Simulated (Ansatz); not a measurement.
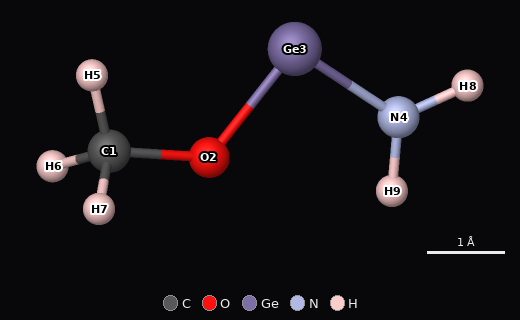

The starting structure (ball-and-stick view, seen at a tilt; atoms are numbered from 1 in the order of the input). Sticks mark near contacts. Bond lengths as drawn: C–H 1.10 Å, C–O 1.40 Å, Ge–N 1.81 Å, Ge–O 1.80 Å and H–N 1.01 Å.

**Run report: CH₅GeNO, molecular dynamics (part 1 of 2)**

The run: molecular dynamics of CH₅GeNO. Method and program: RKS PBE-d3bjatm/6-31G* (Ansatz 0.2.0).

The geometry comes from this level: PBE0-D4/def2-TZVP. Figures and captions count atoms from 1; the log counts them from 0 in places.

Output
```
Functional definition: PBE
  name "PBE"
  cite "Perdew, Burke & Ernzerhof, Phys. Rev. Lett. 77, 3865 (1996) doi:10.1103/PhysRevLett.77.3865"
  parent pbe
  parameter kappa = 0.804
  parameter beta = 0.06672455060314922
  exchange = pbe_x(kappa = kappa, mu = beta*pi^2/3)
  correlation = pbe_c(beta = beta)
1065 factors; their error is unknown
mean field evaluation 1: about -61138.8327 eV, gradient 8.3e1 eV
mean field evaluation 2: about -61068.3629 eV, gradient 1.8e2 eV
mean field evaluation 4: about -61152.1923 eV, gradient 1.5e1 eV
mean field evaluation 8: about -61152.7097 eV, gradient 2.0e-1 eV
mean field evaluation 16: about -61152.6717 eV, gradient 2.9e-4 eV
mean field -61152.67173668 eV, -2247.3192355532 hartree, gradient 6.0e-5 eV, S^2 0.000000; 0 other end points of the search recorded, 0 dependent functions left out
the calculation of the forces begins
reference -61152.67176702 eV, -2247.3192366682 hartree; 29, 29 occupied and 61, 61 virtual orbitals, 1065 factors
md step     0: t =     0.00 fs  T =  1500.0 K  F+E_penalty+E_count = -61152.82804502 eV  E_kin = 1.357230 eV  conserved = -61151.47081503 eV  (27 SCF iters)
these checks for a lower state are left out or cut short: starts, cluster_reference, orbital_swaps, neighbouring_geometries, increment
1065 factors; their error is unknown
mean field -61151.82083366 eV, -2247.2879654441 hartree, gradient 1.9e-5 eV, S^2 0.000000; 0 other end points of the search recorded, 0 dependent functions left out
the calculation of the forces begins
reference -61151.82086377 eV, -2247.2879665508 hartree; 29, 29 occupied and 61, 61 virtual orbitals, 1065 factors
md step     1: t =     2.00 fs  T =   990.1 K  F+E_penalty+E_count = -61151.97856459 eV  E_kin = 0.895877 eV  conserved = -61151.08271838 eV  (30 SCF iters, 5 dispersion substeps)
[... from here on the SCF iterations and repeated set-up lines of each step are left out, up to the last step ...]
md step     2: t =     4.00 fs  T =  1228.2 K  F+E_penalty+E_count = -61152.43191874 eV  E_kin = 1.111260 eV  conserved = -61151.32095228 eV  (31 SCF iters, 5 dispersion substeps)
md step     3: t =     6.00 fs  T =   687.6 K  F+E_penalty+E_count = -61151.80386402 eV  E_kin = 0.622176 eV  conserved = -61151.18235634 eV  (30 SCF iters, 5 dispersion substeps)
md step     4: t =     8.00 fs  T =   775.0 K  F+E_penalty+E_count = -61151.91476901 eV  E_kin = 0.701194 eV  conserved = -61151.21480706 eV  (31 SCF iters, 5 dispersion substeps)
md step     5: t =    10.00 fs  T =  1334.5 K  F+E_penalty+E_count = -61152.44940990 eV  E_kin = 1.207526 eV  conserved = -61151.24427857 eV  (30 SCF iters, 5 dispersion substeps)
md step     6: t =    12.00 fs  T =  1205.1 K  F+E_penalty+E_count = -61152.44838800 eV  E_kin = 1.090364 eV  conserved = -61151.36195486 eV  (32 SCF iters, 5 dispersion substeps)
md step     7: t =    14.00 fs  T =   942.8 K  F+E_penalty+E_count = -61152.12369069 eV  E_kin = 0.853022 eV  conserved = -61151.27605871 eV  (31 SCF iters, 5 dispersion substeps)
md step     8: t =    16.00 fs  T =  1057.6 K  F+E_penalty+E_count = -61152.18861653 eV  E_kin = 0.956951 eV  conserved = -61151.23867506 eV  (31 SCF iters, 5 dispersion substeps)
md step     9: t =    18.00 fs  T =   563.3 K  F+E_penalty+E_count = -61151.68562557 eV  E_kin = 0.509652 eV  conserved = -61151.18447899 eV  (31 SCF iters, 5 dispersion substeps)
md step    10: t =    20.00 fs  T =   765.5 K  F+E_penalty+E_count = -61151.85851522 eV  E_kin = 0.692599 eV  conserved = -61151.17595240 eV  (31 SCF iters, 5 dispersion substeps)
md step    11: t =    22.00 fs  T =  1366.3 K  F+E_penalty+E_count = -61152.54433768 eV  E_kin = 1.236221 eV  conserved = -61151.32097069 eV  (32 SCF iters, 5 dispersion substeps)
md step    12: t =    24.00 fs  T =   813.0 K  F+E_penalty+E_count = -61151.72629515 eV  E_kin = 0.735654 eV  conserved = -61151.00650440 eV  (32 SCF iters, 5 dispersion substeps)
md step    13: t =    26.00 fs  T =  1095.6 K  F+E_penalty+E_count = -61152.32255968 eV  E_kin = 0.991316 eV  conserved = -61151.35004532 eV  (31 SCF iters, 5 dispersion substeps)
md step    14: t =    28.00 fs  T =   592.2 K  F+E_penalty+E_count = -61151.66703663 eV  E_kin = 0.535804 eV  conserved = -61151.15282261 eV  (31 SCF iters, 5 dispersion substeps)
md step    15: t =    30.00 fs  T =   607.9 K  F+E_penalty+E_count = -61151.73459241 eV  E_kin = 0.550009 eV  conserved = -61151.20842718 eV  (31 SCF iters, 5 dispersion substeps)
md step    16: t =    32.00 fs  T =  1152.6 K  F+E_penalty+E_count = -61152.26331487 eV  E_kin = 1.042896 eV  conserved = -61151.24795836 eV  (31 SCF iters, 5 dispersion substeps)
md step    17: t =    34.00 fs  T =  1230.0 K  F+E_penalty+E_count = -61152.41449205 eV  E_kin = 1.112901 eV  conserved = -61151.33437131 eV  (29 SCF iters, 5 dispersion substeps)
md step    18: t =    36.00 fs  T =  1008.9 K  F+E_penalty+E_count = -61152.12086228 eV  E_kin = 0.912915 eV  conserved = -61151.24584261 eV  (31 SCF iters, 5 dispersion substeps)
md step    19: t =    38.00 fs  T =  1092.4 K  F+E_penalty+E_count = -61152.18916912 eV  E_kin = 0.988427 eV  conserved = -61151.24370861 eV  (31 SCF iters, 5 dispersion substeps)
md step    20: t =    40.00 fs  T =   661.5 K  F+E_penalty+E_count = -61151.70113381 eV  E_kin = 0.598536 eV  conserved = -61151.15000851 eV  (31 SCF iters, 5 dispersion substeps)
md step    21: t =    42.00 fs  T =   890.5 K  F+E_penalty+E_count = -61151.91086728 eV  E_kin = 0.805781 eV  conserved = -61151.15676809 eV  (31 SCF iters, 5 dispersion substeps)
md step    22: t =    44.00 fs  T =  1590.8 K  F+E_penalty+E_count = -61152.68715622 eV  E_kin = 1.439356 eV  conserved = -61151.30668749 eV  (30 SCF iters, 5 dispersion substeps)
md step    23: t =    46.00 fs  T =  1180.9 K  F+E_penalty+E_count = -61152.06511104 eV  E_kin = 1.068507 eV  conserved = -61151.06361942 eV  (37 SCF iters, 5 dispersion substeps)
md step    24: t =    48.00 fs  T =  1273.3 K  F+E_penalty+E_count = -61152.45702912 eV  E_kin = 1.152121 eV  conserved = -61151.37933608 eV  (31 SCF iters, 5 dispersion substeps)
md step    25: t =    50.00 fs  T =   762.6 K  F+E_penalty+E_count = -61151.84765365 eV  E_kin = 0.689985 eV  conserved = -61151.23842859 eV  (31 SCF iters, 5 dispersion substeps)
md step    26: t =    52.00 fs  T =   669.0 K  F+E_penalty+E_count = -61151.76793383 eV  E_kin = 0.605280 eV  conserved = -61151.24814795 eV  (31 SCF iters, 5 dispersion substeps)
md step    27: t =    54.00 fs  T =  1110.7 K  F+E_penalty+E_count = -61152.18215148 eV  E_kin = 1.005002 eV  conserved = -61151.26893251 eV  (30 SCF iters, 5 dispersion substeps)
md step    28: t =    56.00 fs  T =  1282.9 K  F+E_penalty+E_count = -61152.44978992 eV  E_kin = 1.160838 eV  conserved = -61151.38949518 eV  (30 SCF iters, 5 dispersion substeps)
md step    29: t =    58.00 fs  T =  1149.1 K  F+E_penalty+E_count = -61152.17871490 eV  E_kin = 1.039707 eV  conserved = -61151.24867714 eV  (31 SCF iters, 5 dispersion substeps)
md step    30: t =    60.00 fs  T =  1230.1 K  F+E_penalty+E_count = -61152.25089959 eV  E_kin = 1.113011 eV  conserved = -61151.25675902 eV  (31 SCF iters, 5 dispersion substeps)
md step    31: t =    62.00 fs  T =   741.3 K  F+E_penalty+E_count = -61151.73721946 eV  E_kin = 0.670754 eV  conserved = -61151.19317709 eV  (31 SCF iters, 5 dispersion substeps)
md step    32: t =    64.00 fs  T =   853.8 K  F+E_penalty+E_count = -61151.83932985 eV  E_kin = 0.772555 eV  conserved = -61151.20017224 eV  (31 SCF iters, 5 dispersion substeps)
md step    33: t =    66.00 fs  T =  1343.6 K  F+E_penalty+E_count = -61152.31949047 eV  E_kin = 1.215695 eV  conserved = -61151.24681428 eV  (29 SCF iters, 5 dispersion substeps)
md step    34: t =    68.00 fs  T =  1182.4 K  F+E_penalty+E_count = -61152.14750670 eV  E_kin = 1.069860 eV  conserved = -61151.23196133 eV  (31 SCF iters, 5 dispersion substeps)
md step    35: t =    70.00 fs  T =  1135.0 K  F+E_penalty+E_count = -61152.22929140 eV  E_kin = 1.026960 eV  conserved = -61151.36727838 eV  (30 SCF iters, 5 dispersion substeps)
md step    36: t =    72.00 fs  T =   875.1 K  F+E_penalty+E_count = -61151.85255635 eV  E_kin = 0.791789 eV  conserved = -61151.23520804 eV  (30 SCF iters, 5 dispersion substeps)
md step    37: t =    74.00 fs  T =   737.5 K  F+E_penalty+E_count = -61151.73830413 eV  E_kin = 0.667311 eV  conserved = -61151.25335949 eV  (31 SCF iters, 5 dispersion substeps)
md step    38: t =    76.00 fs  T =  1003.9 K  F+E_penalty+E_count = -61151.99509781 eV  E_kin = 0.908373 eV  conserved = -61151.27804682 eV  (32 SCF iters, 5 dispersion substeps)
md step    39: t =    78.00 fs  T =  1355.3 K  F+E_penalty+E_count = -61152.37303612 eV  E_kin = 1.226331 eV  conserved = -61151.35054149 eV  (31 SCF iters, 5 dispersion substeps)
md step    40: t =    80.00 fs  T =  1154.9 K  F+E_penalty+E_count = -61151.96275546 eV  E_kin = 1.044942 eV  conserved = -61151.13520698 eV  (31 SCF iters, 5 dispersion substeps)
md step    41: t =    82.00 fs  T =  1348.7 K  F+E_penalty+E_count = -61152.31523021 eV  E_kin = 1.220372 eV  conserved = -61151.32607303 eV  (31 SCF iters, 5 dispersion substeps)
md step    42: t =    84.00 fs  T =   973.3 K  F+E_penalty+E_count = -61151.82797940 eV  E_kin = 0.880656 eV  conserved = -61151.19158438 eV  (31 SCF iters, 5 dispersion substeps)
md step    43: t =    86.00 fs  T =   958.0 K  F+E_penalty+E_count = -61151.82320659 eV  E_kin = 0.866773 eV  conserved = -61151.21186251 eV  (31 SCF iters, 5 dispersion substeps)
md step    44: t =    88.00 fs  T =  1365.4 K  F+E_penalty+E_count = -61152.20298634 eV  E_kin = 1.235412 eV  conserved = -61151.23682519 eV  (30 SCF iters, 5 dispersion substeps)
md step    45: t =    90.00 fs  T =  1633.0 K  F+E_penalty+E_count = -61152.49244331 eV  E_kin = 1.477550 eV  conserved = -61151.30221637 eV  (30 SCF iters, 5 dispersion substeps)
md step    46: t =    92.00 fs  T =  1518.4 K  F+E_penalty+E_count = -61152.25791995 eV  E_kin = 1.373915 eV  conserved = -61151.19039577 eV  (30 SCF iters, 5 dispersion substeps)
md step    47: t =    94.00 fs  T =  1348.8 K  F+E_penalty+E_count = -61152.12758811 eV  E_kin = 1.220465 eV  conserved = -61151.23096783 eV  (32 SCF iters, 5 dispersion substeps)
md step    48: t =    96.00 fs  T =   910.9 K  F+E_penalty+E_count = -61151.64957917 eV  E_kin = 0.824187 eV  conserved = -61151.16317107 eV  (30 SCF iters, 5 dispersion substeps)
md step    49: t =    98.00 fs  T =  1031.2 K  F+E_penalty+E_count = -61151.75273851 eV  E_kin = 0.933080 eV  conserved = -61151.16973115 eV  (31 SCF iters, 5 dispersion substeps)
these checks for a lower state are left out or cut short: starts, cluster_reference, orbital_swaps, neighbouring_geometries, increment
1065 factors; their error is unknown
mean field -61152.13753993 eV, -2247.2996041849 hartree, gradient 7.0e-6 eV, S^2 0.000000; 0 other end points of the search recorded, 0 dependent functions left out
the calculation of the forces begins
reference -61152.13757123 eV, -2247.2996053350 hartree; 29, 29 occupied and 61, 61 virtual orbitals, 1065 factors
1065 factors; their error is unknown
mean field evaluation 416: about -61151.4281 eV, gradient 1.7e1 eV
mean field -61152.13753993 eV, -2247.2996041849 hartree, gradient 1.2e-5 eV, S^2 0.000000; 1 other end points of the search recorded, 0 dependent functions left out
the calculation of the forces begins
reference -61152.13757123 eV, -2247.2996053350 hartree; 29, 29 occupied and 61, 61 virtual orbitals, 1065 factors
md step    50: t =   100.00 fs  T =  1553.8 K  F+E_penalty+E_count = -61152.29374914 eV  E_kin = 1.405882 eV  conserved = -61151.25464313 eV  (29 SCF iters, 5 dispersion substeps)
```

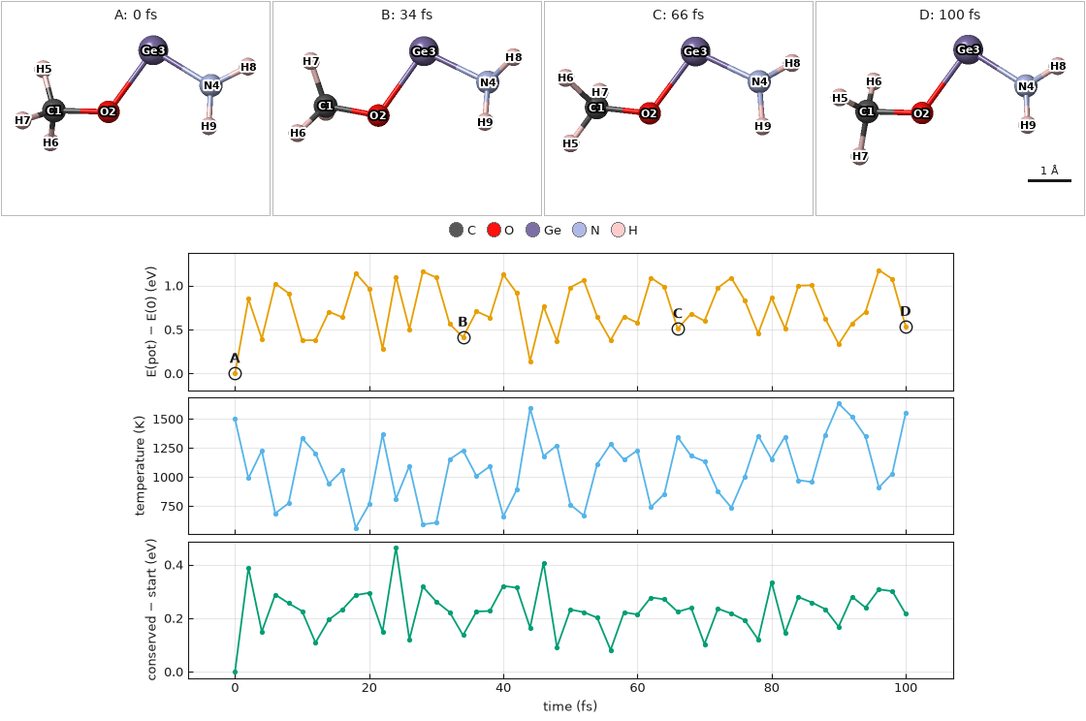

Frames of the molecular dynamics (ball-and-stick, seen at a tilt) above the curves, on which the letters mark them. The trajectory kept here has 51 frames over 100 fs. The temperature starts at 1500 K, ranges from 563 to 1633 K and averages 1124 K over the second half. The potential energy ends 0.534 eV above its first value. The conserved quantity stays within 0.46 eV. After an unweighted best fit of the last frame on the first, the root-mean-square displacement is 0.60 Å, and Ge3 has moved furthest (0.99 Å).
